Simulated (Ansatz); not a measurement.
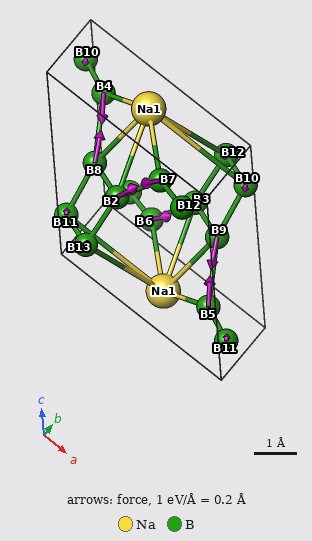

Starting geometry of solid NaB₁₂ (a generated structure, set up in I4/mmm) (coarse preliminary run) with the computed forces as purple arrows. The picture is a ball-and-stick view of the cell of the calculation, seen slightly off an axis.

These are results of Ansatz 0.2.0, DFT PBE, scalar-relativistic, plane waves, PAW, not measurements. Settings: plane-wave cutoff 420 eV; k-point mesh 4 × 4 × 4; occupations gaussian; smearing width 0.1 eV; no spin polarisation; cell and atoms relaxed; force threshold 0.04 eV/Å; at most 70 steps.

> What follows when this structure is relaxed?

It isn't relaxed: the largest force vector, on B atoms, is 4.30 eV/Å. The atoms end up moving mostly along the starting forces (cosine between the two patterns 0.99). After 11 accepted moves (14 points after the start) the energy has fallen by 407 meV per atom. Largest force component: 4.3 eV/Å at the start, 0.0042 eV/Å at the end. Pressure: 46.55 GPa at the start and −0.01 GPa at the end. The line search rejected the trial step at point 8 of the run. The SCF was repeated twice at an unchanged geometry on a basis and grid sized afresh for the cell, which shifted the energy by 4.1 meV per atom at most. The largest moves relative to the cell, 0.12 Å, are those of 8 atoms (B2, B3, B4, B5 and others). B5 goes along [0 1 1]. Na stays in place. Cell: a = b = c 5.258 → 5.394 Å (+2.6 %), α 109.4° → 104.0°, β 109.4° → 104.0°, γ 109.6° → 121.0°. Volume +4.6 %. Near-neighbour distances that change, for instance: B2–B8 1.649 → 1.968 Å, B2–B11 2.135 → 2.453 Å, Na1–B10 3.199 → 2.898 Å, B2–B13 1.474 → 1.671 Å. Among the angles between lasting bonds that change: Na1–B2–B13 154.7° → 150.3°, B4–B10–B9 82.1° → 78.6°, Na1–B2–B7 66.4° → 69.0°. The space group stays I4/mmm (No. 139). Cost: 44 s on 1 thread of Arm Neoverse V2, on a shared host, peak memory 0.37 GiB.
